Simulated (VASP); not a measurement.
Band structure of NbAs (relaxed from the NbAs structure, space group I4_1md). Method: PBE GGA, VASP's PBE PAW potentials (set 64) (plane waves; VASP).

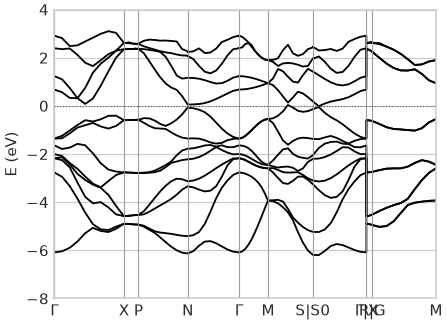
*Bands along high-symmetry lines, zero at the valence-band maximum or, without a gap, the Fermi level*

### Question
Read the plot: is there a gap, and where are the band edges?

### Answer
It has no gap at this level: it comes out as a metal or semimetal. (Edges off the drawn lines would not show.)

The structure was generated: NbAs was put into the NbAs type (I4_1md), which need not be its known phase. It was relaxed first.
